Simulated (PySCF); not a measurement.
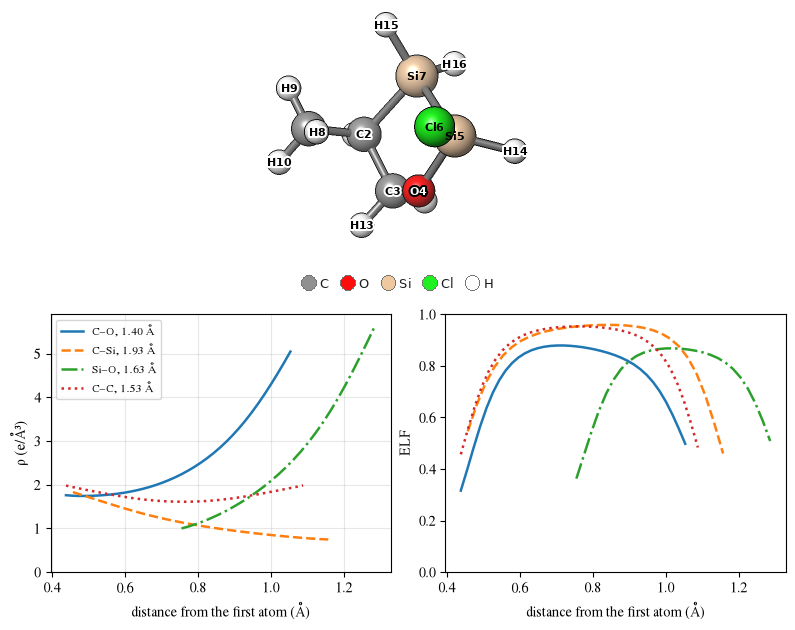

Figure. C$_{3}$H$_{9}$ClOSi$_{2}$. Electron density and electron localisation function along straight lines between neighbouring atoms. The curves leave out the atomic cores. The structure is drawn too.

Geometry: GFN2-xTB.

Computed with PBE0/pcSseg-1, SCF density, gas phase, non-relativistic in PySCF.

Input

```
{"job": {"kind": "nmr", "xc": "PBE0", "basis": "pcSseg-1"}, "charge": 0, "multiplicity": 1}
C     -1.772567    -0.023363     0.445263
C     -0.703250    -0.357059    -0.592460
C      0.279689    -1.387776    -0.021264
O      1.182552    -0.828750     0.897912
Si     1.869900     0.624283     0.609705
Cl     1.867353     1.573154     2.385230
Si     0.345709     1.201992    -1.025731
H     -1.312167     0.358490     1.354772
H     -2.457723     0.730983     0.065313
H     -2.350776    -0.909628     0.705871
H     -1.184846    -0.812462    -1.461247
H      0.852173    -1.848441    -0.836922
H     -0.255858    -2.179981     0.512302
H      3.272765     0.389553     0.265959
H     -0.484752     2.402200    -0.914999
H      0.844198     1.075748    -2.401115
```

Run with:

```sh
OMP_NUM_THREADS=1 python probes_run.py task.json out
```

> What kind of bonding do the profiles show?

C–O (1.40 Å): ρ at the midpoint is about 2 e/Å³, with its minimum of 1.7 e/Å³ about 0.5 Å from C; the ELF peaks at about 0.90 between the atoms; a shared but strongly polarised pair.
C–Si (1.93 Å): ρ is about 0.88 e/Å³ halfway; the ELF peaks at about 0.95 between the atoms, as expected for a covalent bond.
Si–O (1.63 Å): ρ is about 1.2 e/Å³ halfway; the ELF peaks at about 0.85 between the atoms, as expected for a polar covalent bond.
C–C (1.53 Å): ρ is about 1.6 e/Å³ halfway; the ELF peaks at about 0.95 between the atoms (localised, covalent bonding).
